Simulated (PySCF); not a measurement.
## C₃H₁₃OPSi₂: geometry relaxation

C₃H₁₃OPSi₂, computed with PBE0-D3(BJ)/def2-SVP geometry optimisation, gas phase (PySCF 2.14.0).

It belongs to a series of runs on one base structure; here: constitutional isomer.

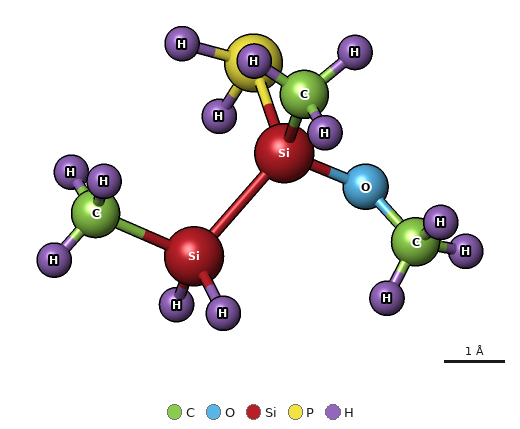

The starting structure (ball-and-stick view, seen on its broad side).

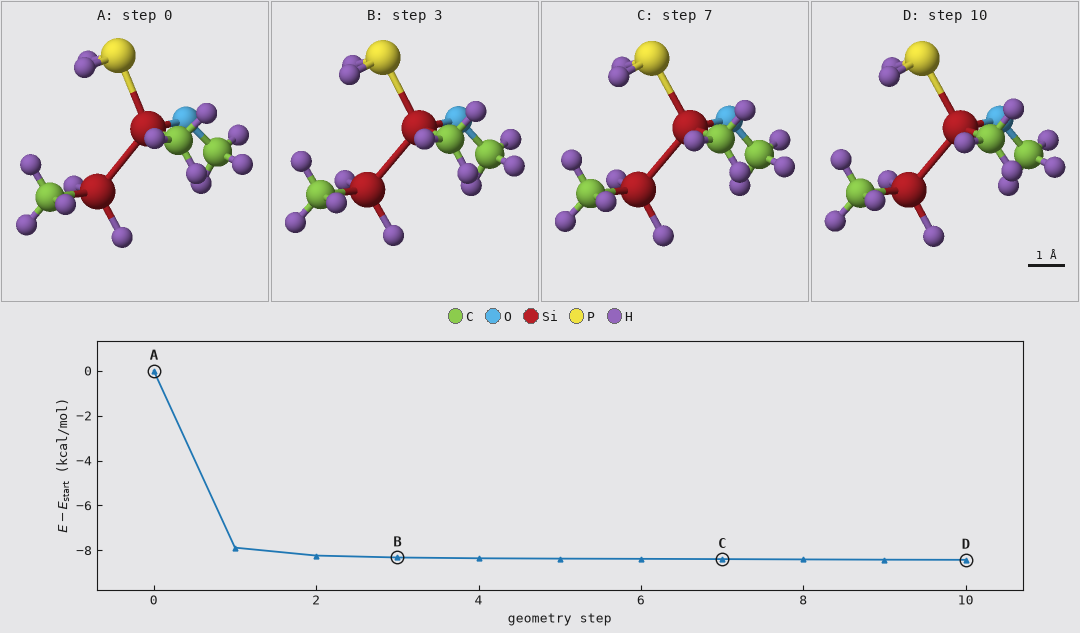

Frames of the relaxation (ball-and-stick view, seen at a tilt) above the curves, on which the letters mark them (steps are counted from 0).

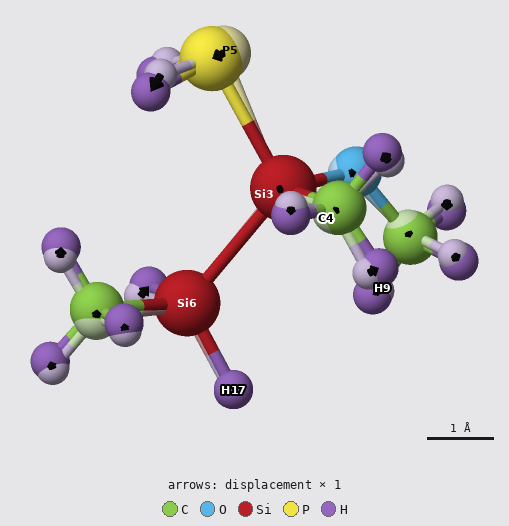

Start (faint) and end (solid) with the displacements as black arrows, at true length (ball-and-stick view, seen at a tilt). The two geometries are laid on each other by the best rigid fit. The energy falls by 8.42 kcal/mol in 10 geometry steps. Largest force component: 2.2 eV/Å at the start, 0.011 eV/Å at the end. The atom that moves furthest after the best rigid fit is H14 (0.32 Å). By element the largest moves are H 0.32 Å, P 0.21 Å, C 0.12 Å, O 0.11 Å, Si 0.09 Å. Among the contacts that change: Si3–C4 1.941 → 1.879 Å, P5–H14 1.372 → 1.431 Å, O2–Si3 1.621 → 1.675 Å, P5–H15 1.375 → 1.429 Å. Among the angles that change: P5–Si3–Si6 118.8° → 111.5°, O2–Si3–P5 98.3° → 103.7°, Si3–Si6–H16 113.0° → 108.6°. (Atoms are counted from 1 in the order of the input.)

The input that produced these results follows, with the program's output.

Input file
```
{"job": {"xc": "PBE0", "basis": "def2-SVP", "d3": "d3bj", "grid": 1, "shake": 0.01, "kind": "geom"}, "charge": 0, "multiplicity": 1}
C     -2.670300     0.997640    -0.342180
O     -2.078320    -0.159130     0.065670
Si    -0.520380    -0.364780     0.461600
C     -0.034750     0.650620     2.042570
P     -0.626190    -2.524890     1.090580
Si     0.900790     0.228450    -1.310750
C      2.720110    -0.168690    -0.858670
H     -2.603350     1.797330     0.421310
H     -2.229280     1.406910    -1.242020
H     -3.744010     0.802380    -0.527500
H     -0.052450     1.714200     1.855070
H      0.909280     0.368730     2.449490
H     -0.830440     0.484030     2.820390
H      0.728070    -2.627020     1.285800
H     -0.556360    -3.037490    -0.183910
H      0.589890    -0.475090    -2.552720
H      0.826640     1.667070    -1.658670
H      2.826260    -1.213460    -0.613340
H      3.036410     0.397350     0.006780
H      3.357370     0.071240    -1.674560
```

The first line tells a small driver script what to run in PySCF; the rest is the geometry in Å.

Launch command:
```bash
OMP_NUM_THREADS=1 python <driver script> task.json out
```

Output
```
step   0  E = -1116.72336573  max force = 0.042015
step   1  E = -1116.73592387  max force = 0.005440
step   2  E = -1116.73648657  max force = 0.002556
step   3  E = -1116.73662295  max force = 0.000925
step   4  E = -1116.73667866  max force = 0.000805
step   5  E = -1116.73670340  max force = 0.000552
step   6  E = -1116.73671850  max force = 0.000268
step   7  E = -1116.73673770  max force = 0.000677
step   8  E = -1116.73675996  max force = 0.000851
step   9  E = -1116.73677880  max force = 0.000558
step  10  E = -1116.73678887  max force = 0.000225
optimisation converged
```

Trajectory as extended XYZ (Å, eV, eV/Å), 11 frames, from step=0 to step=10
```
20
Properties=species:S:1:pos:R:3:forces:R:3 step=0 energy=-30387.59058
C    -2.6703    0.9976   -0.3422   -1.1618   0.8842   0.3576
O    -2.0783   -0.1591    0.0657   -1.0084  -0.6384  -0.0611
Si   -0.5204   -0.3648    0.4616    1.6114   0.0323   1.2838
C    -0.0348    0.6506    2.0426   -2.1605  -0.7325  -0.4801
P    -0.6262   -2.5249    1.0906   -1.0369   0.5316   0.8921
Si    0.9008    0.2284   -1.3108    0.9086  -0.1038   0.5134
C     2.7201   -0.1687   -0.8587   -1.5093   0.1530   0.4516
H    -2.6033    1.7973    0.4213   -0.0842  -0.0084   0.0506
H    -2.2293    1.4069   -1.2420    0.2947   0.2337  -0.8111
H    -3.7440    0.8024   -0.5275    0.1619   0.1526  -0.0534
H    -0.0524    1.7142    1.8551    0.1916   0.7511  -0.2647
H     0.9093    0.3687    2.4495    1.1446  -0.3337   0.4252
H    -0.8304    0.4840    2.8204    0.5459  -0.0959  -0.4454
H     0.7281   -2.6270    1.2858    1.3999  -0.1923   0.2759
H    -0.5564   -3.0375   -0.1839    0.0035  -0.4777  -1.1892
H     0.5899   -0.4751   -2.5527   -0.2935  -0.4460  -0.5457
H     0.8266    1.6671   -1.6587   -0.1289   0.3889   0.0561
H     2.8263   -1.2135   -0.6133    0.0876  -0.7996   0.0908
H     3.0364    0.3973    0.0068    0.1819   0.4226   0.5265
H     3.3574    0.0712   -1.6746    0.8519   0.2783  -1.0729
20
Properties=species:S:1:pos:R:3:forces:R:3 step=1 energy=-30387.93231
C    -2.7242    1.0819   -0.3424    0.2682  -0.1770   0.0128
O    -2.1375   -0.1271    0.0638    0.0879   0.0340  -0.0235
Si   -0.5242   -0.3641    0.4855   -0.2798   0.2291   0.0462
C    -0.1176    0.6395    2.0337    0.0736  -0.0566   0.0043
P    -0.4711   -2.5511    1.0650    0.1785  -0.1495  -0.0992
Si    0.9137    0.1894   -1.2935    0.1409  -0.0155   0.0249
C     2.7061   -0.2032   -0.8247   -0.0122   0.0282  -0.0922
H    -2.6581    1.8586    0.4393   -0.0126   0.0392   0.0514
H    -2.2539    1.4886   -1.2585   -0.0124  -0.0256   0.0141
H    -3.7879    0.9054   -0.5566   -0.0319  -0.0216  -0.0048
H    -0.1337    1.7250    1.8400    0.0713  -0.0487  -0.0581
H     0.8729    0.3728    2.4482   -0.1219   0.0710  -0.0976
H    -0.8736    0.4379    2.8087   -0.0101  -0.0708   0.0164
H     0.9554   -2.6016    1.2668   -0.2075   0.1010  -0.0566
H    -0.3875   -3.0550   -0.2776   -0.0147   0.0848   0.1363
H     0.5469   -0.5694   -2.5332   -0.0459  -0.0305   0.0429
H     0.7972    1.6469   -1.6334   -0.0053   0.0196   0.0178
H     2.8191   -1.2694   -0.5730   -0.0051   0.0108  -0.0382
H     3.0307    0.3847    0.0474   -0.0175   0.0269  -0.0087
H     3.3792    0.0311   -1.6682   -0.0435  -0.0490   0.1117
20
Properties=species:S:1:pos:R:3:forces:R:3 step=2 energy=-30387.94762
C    -2.7041    1.0738   -0.3482    0.0665  -0.0498   0.0014
O    -2.1397   -0.1366    0.0669    0.0219  -0.0219   0.0050
Si   -0.5329   -0.3627    0.4920   -0.1314   0.0400  -0.0045
C    -0.1173    0.6340    2.0305   -0.0320   0.0074   0.0536
P    -0.4662   -2.5489    1.0631    0.0385  -0.0500  -0.0076
Si    0.9044    0.1898   -1.2837    0.0572   0.0089  -0.0080
C     2.6917   -0.2036   -0.8153   -0.0046   0.0068  -0.0186
H    -2.6381    1.8550    0.4318   -0.0123   0.0085  -0.0025
H    -2.2219    1.4675   -1.2629   -0.0058   0.0105  -0.0032
H    -3.7686    0.9057   -0.5710   -0.0098   0.0253  -0.0081
H    -0.1300    1.7168    1.8281    0.0217  -0.0043  -0.0125
H     0.8769    0.3722    2.4269   -0.0001   0.0153  -0.0274
H    -0.8641    0.4257    2.8142    0.0263  -0.0076   0.0011
H     0.9548   -2.5489    1.2428   -0.0142   0.0198  -0.0127
H    -0.3857   -3.0314   -0.2803   -0.0006   0.0142   0.0093
H     0.5236   -0.5778   -2.5132   -0.0262  -0.0183   0.0159
H     0.7860    1.6479   -1.6249    0.0026   0.0014   0.0069
H     2.8005   -1.2693   -0.5618    0.0000  -0.0012  -0.0076
H     3.0129    0.3891    0.0549   -0.0077   0.0057  -0.0009
H     3.3694    0.0227   -1.6528    0.0101  -0.0109   0.0204
20
Properties=species:S:1:pos:R:3:forces:R:3 step=3 energy=-30387.95133
C    -2.6938    1.0703   -0.3581   -0.0033   0.0310  -0.0123
O    -2.1475   -0.1427    0.0694   -0.0349  -0.0154   0.0057
Si   -0.5440   -0.3632    0.4989   -0.0105  -0.0048   0.0124
C    -0.1199    0.6339    2.0352   -0.0476   0.0050   0.0076
P    -0.4530   -2.5519    1.0599   -0.0069  -0.0086   0.0163
Si    0.8956    0.1884   -1.2765    0.0146   0.0086  -0.0061
C     2.6813   -0.2071   -0.8077   -0.0044  -0.0052   0.0014
H    -2.6274    1.8566    0.4174   -0.0032  -0.0034  -0.0060
H    -2.1995    1.4544   -1.2705    0.0034   0.0048  -0.0041
H    -3.7590    0.9181   -0.5910    0.0050  -0.0006  -0.0018
H    -0.1340    1.7156    1.8288   -0.0068   0.0073   0.0030
H     0.8815    0.3771    2.4135    0.0309  -0.0089  -0.0052
H    -0.8528    0.4221    2.8302    0.0170   0.0092   0.0099
H     0.9674   -2.5201    1.2237    0.0341  -0.0026   0.0023
H    -0.3750   -3.0188   -0.2873    0.0014  -0.0060  -0.0241
H     0.5029   -0.5871   -2.4974   -0.0086  -0.0063   0.0037
H     0.7778    1.6459   -1.6204    0.0074  -0.0041  -0.0027
H     2.7864   -1.2723   -0.5511    0.0008  -0.0024   0.0056
H     3.0000    0.3887    0.0614   -0.0025  -0.0024   0.0046
H     3.3645    0.0130   -1.6413    0.0138   0.0051  -0.0103
20
Properties=species:S:1:pos:R:3:forces:R:3 step=4 energy=-30387.95285
C    -2.6889    1.0705   -0.3684   -0.0293   0.0414  -0.0222
O    -2.1557   -0.1440    0.0720   -0.0273  -0.0094   0.0131
Si   -0.5530   -0.3621    0.5052    0.0372  -0.0104   0.0117
C    -0.1242    0.6355    2.0405   -0.0257  -0.0007  -0.0105
P    -0.4390   -2.5536    1.0569   -0.0096   0.0046   0.0077
Si    0.8897    0.1875   -1.2705   -0.0089   0.0024   0.0028
C     2.6738   -0.2132   -0.8007    0.0005  -0.0094   0.0045
H    -2.6246    1.8619    0.4021    0.0026  -0.0079  -0.0029
H    -2.1842    1.4453   -1.2790    0.0053  -0.0002   0.0012
H    -3.7532    0.9251   -0.6099    0.0053  -0.0044  -0.0016
H    -0.1438    1.7171    1.8335   -0.0153   0.0055   0.0077
H     0.8849    0.3832    2.4023    0.0195  -0.0074   0.0003
H    -0.8433    0.4206    2.8468    0.0093   0.0073   0.0083
H     0.9825   -2.5022    1.2106    0.0207  -0.0053   0.0043
H    -0.3630   -3.0092   -0.2948    0.0007  -0.0068  -0.0151
H     0.4886   -0.5933   -2.4855    0.0014   0.0009  -0.0023
H     0.7770    1.6442   -1.6187    0.0083  -0.0035  -0.0075
H     2.7747   -1.2781   -0.5410    0.0011  -0.0002   0.0063
H     2.9918    0.3836    0.0680    0.0010  -0.0040   0.0044
H     3.3613    0.0022   -1.6323    0.0033   0.0076  -0.0103
20
Properties=species:S:1:pos:R:3:forces:R:3 step=5 energy=-30387.95352
C    -2.6882    1.0710   -0.3780   -0.0152   0.0186  -0.0156
O    -2.1610   -0.1427    0.0741   -0.0078  -0.0009   0.0141
Si   -0.5579   -0.3594    0.5099    0.0284  -0.0022   0.0001
C    -0.1284    0.6381    2.0454   -0.0006  -0.0035  -0.0105
P    -0.4294   -2.5528    1.0547   -0.0045   0.0063  -0.0027
Si    0.8875    0.1876   -1.2658   -0.0134  -0.0017   0.0076
C     2.6699   -0.2202   -0.7951    0.0025  -0.0073   0.0045
H    -2.6273    1.8664    0.3883    0.0007  -0.0035  -0.0001
H    -2.1751    1.4390   -1.2868    0.0028  -0.0010   0.0020
H    -3.7508    0.9267   -0.6269    0.0037  -0.0054  -0.0013
H    -0.1565    1.7200    1.8405   -0.0127   0.0012   0.0051
H     0.8866    0.3910    2.3956    0.0032   0.0021   0.0002
H    -0.8367    0.4187    2.8597    0.0023  -0.0019   0.0037
H     0.9931   -2.4919    1.2044    0.0010  -0.0032   0.0032
H    -0.3537   -3.0021   -0.2999    0.0002  -0.0021  -0.0009
H     0.4819   -0.5952   -2.4783    0.0037   0.0030  -0.0031
H     0.7827    1.6437   -1.6185    0.0061  -0.0016  -0.0068
H     2.7666   -1.2851   -0.5339    0.0010   0.0008   0.0017
H     2.9891    0.3758    0.0738    0.0020  -0.0023   0.0017
H     3.3593   -0.0076   -1.6262   -0.0033   0.0046  -0.0030
20
Properties=species:S:1:pos:R:3:forces:R:3 step=6 energy=-30387.95393
C    -2.6884    1.0710   -0.3876   -0.0001  -0.0091  -0.0068
O    -2.1632   -0.1403    0.0756    0.0091   0.0094   0.0130
Si   -0.5597   -0.3555    0.5134    0.0070   0.0037  -0.0101
C    -0.1322    0.6411    2.0499    0.0138  -0.0035  -0.0033
P    -0.4248   -2.5501    1.0536   -0.0019   0.0046  -0.0065
Si    0.8877    0.1889   -1.2618   -0.0072  -0.0032   0.0067
C     2.6684   -0.2272   -0.7905    0.0014  -0.0029   0.0038
H    -2.6337    1.8703    0.3749   -0.0010  -0.0002   0.0016
H    -2.1686    1.4341   -1.2946    0.0011  -0.0003   0.0016
H    -3.7488    0.9232   -0.6433   -0.0001  -0.0011  -0.0025
H    -0.1707    1.7235    1.8488   -0.0079  -0.0014   0.0011
H     0.8874    0.4008    2.3927   -0.0060   0.0091  -0.0011
H    -0.8326    0.4146    2.8690   -0.0018  -0.0086  -0.0007
H     0.9979   -2.4861    1.2043   -0.0093  -0.0011   0.0020
H    -0.3476   -2.9961   -0.3024    0.0002   0.0012   0.0066
H     0.4796   -0.5934   -2.4738    0.0022   0.0024  -0.0017
H     0.7920    1.6446   -1.6181    0.0028   0.0001  -0.0031
H     2.7609   -1.2927   -0.5300    0.0006   0.0007  -0.0025
H     2.9901    0.3664    0.0791    0.0014  -0.0005  -0.0004
H     3.3582   -0.0160   -1.6219   -0.0044   0.0009   0.0024
20
Properties=species:S:1:pos:R:3:forces:R:3 step=7 energy=-30387.95445
C    -2.6881    1.0696   -0.4030    0.0173  -0.0348   0.0055
O    -2.1642   -0.1363    0.0771    0.0198   0.0192   0.0084
Si   -0.5606   -0.3490    0.5179   -0.0168   0.0048  -0.0183
C    -0.1378    0.6458    2.0562    0.0219  -0.0019   0.0070
P    -0.4228   -2.5448    1.0536   -0.0014   0.0018  -0.0061
Si    0.8899    0.1918   -1.2557    0.0039  -0.0034   0.0011
C     2.6677   -0.2375   -0.7844   -0.0009   0.0031   0.0018
H    -2.6446    1.8751    0.3535   -0.0035   0.0040   0.0019
H    -2.1583    1.4265   -1.3066   -0.0008   0.0018  -0.0007
H    -3.7446    0.9153   -0.6700   -0.0032   0.0028  -0.0034
H    -0.1941    1.7286    1.8613   -0.0025  -0.0030  -0.0032
H     0.8878    0.4184    2.3908   -0.0113   0.0134  -0.0027
H    -0.8285    0.4059    2.8798   -0.0041  -0.0122  -0.0050
H     0.9994   -2.4802    1.2099   -0.0139   0.0011   0.0008
H    -0.3406   -2.9878   -0.3032    0.0008   0.0031   0.0099
H     0.4784   -0.5877   -2.4685   -0.0011   0.0005   0.0007
H     0.8074    1.6475   -1.6154   -0.0018   0.0019   0.0030
H     2.7540   -1.3043   -0.5272   -0.0002  -0.0004  -0.0054
H     2.9938    0.3512    0.0869    0.0000   0.0012  -0.0017
H     3.3576   -0.0272   -1.6160   -0.0023  -0.0030   0.0064
20
Properties=species:S:1:pos:R:3:forces:R:3 step=8 energy=-30387.95506
C    -2.6856    1.0669   -0.4238    0.0233  -0.0438   0.0128
O    -2.1635   -0.1311    0.0780    0.0192   0.0248   0.0021
Si   -0.5607   -0.3411    0.5228   -0.0270  -0.0008  -0.0190
C    -0.1447    0.6516    2.0637    0.0200   0.0002   0.0132
P    -0.4249   -2.5375    1.0558   -0.0031  -0.0006  -0.0018
Si    0.8938    0.1963   -1.2480    0.0138  -0.0026  -0.0068
C     2.6678   -0.2497   -0.7773   -0.0026   0.0077  -0.0018
H    -2.6580    1.8804    0.3247   -0.0040   0.0051   0.0011
H    -2.1430    1.4166   -1.3226   -0.0016   0.0029  -0.0020
H    -3.7368    0.9038   -0.7059   -0.0043   0.0055  -0.0037
H    -0.2250    1.7342    1.8762    0.0009  -0.0026  -0.0056
H     0.8873    0.4431    2.3901   -0.0100   0.0120  -0.0032
H    -0.8249    0.3928    2.8904   -0.0042  -0.0101  -0.0060
H     0.9959   -2.4753    1.2231   -0.0107   0.0026   0.0001
H    -0.3338   -2.9790   -0.3009    0.0016   0.0029   0.0078
H     0.4777   -0.5777   -2.4629   -0.0038  -0.0012   0.0029
H     0.8264    1.6526   -1.6082   -0.0058   0.0028   0.0090
H     2.7464   -1.3186   -0.5268   -0.0011  -0.0012  -0.0052
H     2.9991    0.3315    0.0971   -0.0018   0.0017  -0.0014
H     3.3583   -0.0391   -1.6083    0.0013  -0.0053   0.0075
20
Properties=species:S:1:pos:R:3:forces:R:3 step=9 energy=-30387.95557
C    -2.6807    1.0640   -0.4440    0.0163  -0.0287   0.0109
O    -2.1615   -0.1262    0.0776    0.0075   0.0195  -0.0031
Si   -0.5603   -0.3352    0.5264   -0.0183  -0.0085  -0.0106
C    -0.1510    0.6564    2.0694    0.0091   0.0008   0.0111
P    -0.4312   -2.5316    1.0603   -0.0050  -0.0015   0.0028
Si    0.8981    0.2006   -1.2412    0.0147  -0.0012  -0.0112
C     2.6686   -0.2595   -0.7716   -0.0022   0.0078  -0.0052
H    -2.6679    1.8850    0.2968   -0.0026   0.0037  -0.0003
H    -2.1261    1.4074   -1.3379   -0.0013   0.0026  -0.0021
H    -3.7270    0.8941   -0.7405   -0.0026   0.0042  -0.0024
H    -0.2533    1.7380    1.8872    0.0012  -0.0009  -0.0047
H     0.8861    0.4667    2.3903   -0.0036   0.0059  -0.0021
H    -0.8230    0.3802    2.8972   -0.0017  -0.0032  -0.0033
H     0.9878   -2.4728    1.2408   -0.0027   0.0029   0.0002
H    -0.3290   -2.9739   -0.2950    0.0020   0.0009   0.0024
H     0.4772   -0.5662   -2.4590   -0.0038  -0.0014   0.0031
H     0.8410    1.6585   -1.5968   -0.0066   0.0025   0.0108
H     2.7403   -1.3308   -0.5294   -0.0015  -0.0015  -0.0017
H     3.0031    0.3132    0.1071   -0.0026   0.0007   0.0003
H     3.3607   -0.0471   -1.6006    0.0037  -0.0045   0.0051
20
Properties=species:S:1:pos:R:3:forces:R:3 step=10 energy=-30387.95585
C    -2.6755    1.0625   -0.4571    0.0027  -0.0045   0.0026
O    -2.1598   -0.1233    0.0759   -0.0037   0.0075  -0.0042
Si   -0.5603   -0.3338    0.5277   -0.0015  -0.0115   0.0004
C    -0.1546    0.6585    2.0714   -0.0015  -0.0001   0.0033
P    -0.4381   -2.5293    1.0654   -0.0046  -0.0006   0.0045
Si    0.9008    0.2030   -1.2373    0.0073  -0.0003  -0.0086
C     2.6692   -0.2642   -0.7684   -0.0004   0.0039  -0.0057
H    -2.6706    1.8882    0.2789   -0.0002   0.0008  -0.0009
H    -2.1136    1.4020   -1.3481    0.0000   0.0011  -0.0011
H    -3.7189    0.8905   -0.7623   -0.0005   0.0013  -0.0007
H    -0.2691    1.7390    1.8903    0.0001   0.0006  -0.0018
H     0.8848    0.4800    2.3901    0.0018  -0.0001  -0.0005
H    -0.8229    0.3734    2.8992    0.0008   0.0028   0.0003
H     0.9794   -2.4724    1.2560    0.0027   0.0021   0.0007
H    -0.3269   -2.9744   -0.2882    0.0018  -0.0010  -0.0019
H     0.4768   -0.5575   -2.4579   -0.0014  -0.0001   0.0013
H     0.8462    1.6628   -1.5850   -0.0038   0.0013   0.0075
H     2.7372   -1.3372   -0.5330   -0.0012  -0.0010   0.0018
H     3.0038    0.3023    0.1143   -0.0020  -0.0005   0.0017
H     3.3638   -0.0492   -1.5946    0.0035  -0.0018   0.0017
```

Summary

- outcome: converged
- total energy: −1116.736789 hartree
- dipole moment: 2.04 D
- point group: C1
- hardware: 1 CPU thread, shared host
- wall time: 3.1 min
- peak memory: 0.86 GiB
